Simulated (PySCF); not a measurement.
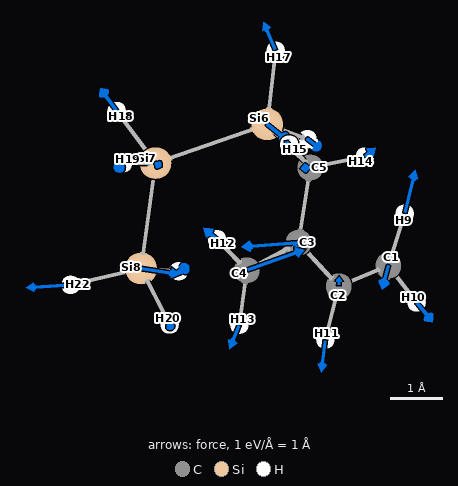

Starting geometry of C$_{5}$H$_{14}$Si$_{3}$ with the computed forces as blue arrows. The picture is a ball-and-stick view, seen from a free direction.

The start comes from GFN2-xTB. Its atoms were then displaced at random by about 0.01 Å.

The calculation used PBE0-D3(BJ)/def2-SVP geometry optimisation, gas phase (PySCF 2.14.0, density-fitted response routines). 

Is this structure relaxed? If not, where do the atoms go?

It isn't relaxed: the largest force vector, on C atoms, is 1.30 eV/Å. The final displacements have little in common with the starting forces (cosine between the two patterns 0.06). The energy falls by 5.71 kcal/mol in 13 geometry steps. The largest move after the best rigid fit is that of an H atom, 0.70 Å. Largest moves by element: H 0.70 Å, C 0.47 Å, Si 0.40 Å. Some distances before and after: H–Si 1.449 → 1.498 Å, C–H 1.067 → 1.093 Å, Si–Si 2.323 → 2.346 Å, C–C 1.448 → 1.466 Å. Bond angles that change, for instance: Si–Si–H 116.0° → 110.1°, H–Si–H 102.5° → 107.6°, Si–Si–H 113.9° → 109.1°.
